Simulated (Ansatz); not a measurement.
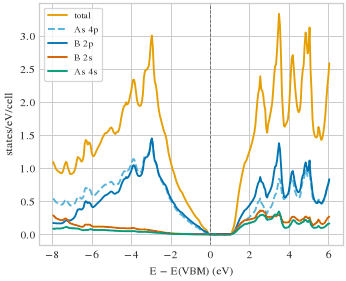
Figure: Total and projected density of states of BAs (wurtzite, space group No. 186), DFT-LDA in the program Ansatz with PAW potentials

### Question
Which orbitals carry the states next to the gap?

### Answer
Top 1 eV of the valence band: B 2p 54 %, As 4p 44 %. Bottom 1 eV of the conduction band: B 2p 34 %, As 4p 20 %, B 2s 20 %, As 4s 14 %, outside the projected shells 13 %. Projections are on Löwdin-orthogonalised atomic valence shells; empty p or d shells of many metals are not among them.

### Question
Where is the tallest occupied peak in this window, and what makes it?

### Answer
Near -2.9 eV, about 3.0 states/eV per cell; the largest projected share is B 2p.

Space group P6_3mc (wurtzite). The workflow started from a Materials Project entry (that database holds measured and hypothetical structures alike); the Crystallography Open Database copy checked does not list it. It is not the phase usual at ambient conditions (space group No. 216). Symmetry was held in the LDA relaxation; phonons on a q-mesh show no instability. Spin–orbit coupling is left out wherever it is not named.

Potentials: the later of the program's two PAW sets.
